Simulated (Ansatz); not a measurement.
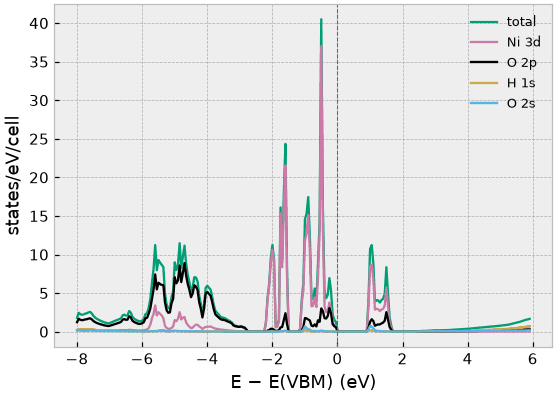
Figure. Total and projected density of states of NiH₂O₂ in space group P-3m1 (No. 164; Ni on 1a, H on 2d, O on 2d), plane-wave PAW LDA (Ansatz code)

Problem. Which orbitals carry the states next to the gap?

Solution. Top 1 eV of the valence band: Ni 3d 80 %, O 2p 17 %. Bottom 1 eV of the conduction band: Ni 3d 73 %, O 2p 21 %. Projections are on Löwdin-orthogonalised atomic valence shells; empty p or d shells of many metals are not among them.

Problem. Where is the tallest occupied peak in this window, and what makes it?

Solution. Near -0.5 eV, about 40 states/eV per cell; the largest projected share is Ni 3d.

The workflow started from a Materials Project entry (that database holds measured and hypothetical structures alike); the Crystallography Open Database copy checked does not list it. Whether it is the stable phase at ambient conditions was not checked. The LDA relaxation kept the symmetry of its start, as lowered by the spin order; whether a distortion lowers the energy is not shown. Spin order of the final state: antiferromagnetic, chosen from 5 collinear starts compared on coarse meshes (ties went to the first, and starts can fall back to one state), not a proven ground state. No Hubbard U is applied. A crystal of weakly bound layers computed without a dispersion correction: the cell and the soft elastic constants depend strongly on that.

Potentials: the later of the program's two PAW sets.
